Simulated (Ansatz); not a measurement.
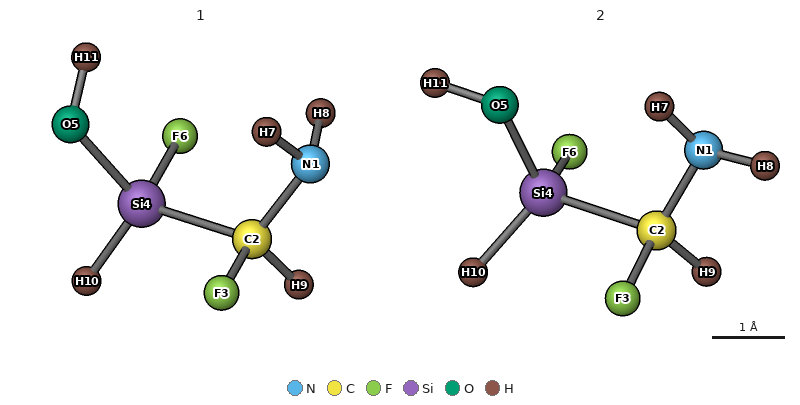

Two geometries of CH5F2NOSi (coarse preliminary run), drawn at one scale. One is the start of a relaxation, the other its converged end. The picture is a ball-and-stick view, seen at a tilt.

Method: RKS PBE-D4/def2-SVP (Ansatz). Settings: force threshold 0.03 eV/Å; at most 200 steps.

### Which one is relaxed?

Structure 2 is the relaxed one. The start comes from a force field. After 18 accepted moves (21 points after the start) the energy has fallen by 0.677 eV. Largest force component: 2.7 eV/Å at the start, 0.016 eV/Å at the end. The line search rejected the trial steps at points 9, 13, 16 of the run. The largest move after the best rigid fit is that of H8, 1.41 Å. By element the largest moves are H 1.41 Å, O 0.49 Å, F 0.41 Å, N 0.30 Å, C 0.18 Å, Si 0.18 Å. Among the contacts that change: C2–F3 1.343 → 1.448 Å, N1–C2 1.468 → 1.404 Å, Si4–H10 1.443 → 1.496 Å, Si4–O5 1.704 → 1.670 Å. Bond angles that change, for instance: N1–C2–F3 104.2° → 114.6°, C2–Si4–O5 113.7° → 103.2°, O5–Si4–F6 101.1° → 110.4°. Groups turn about Si4–O5 by about 95°.
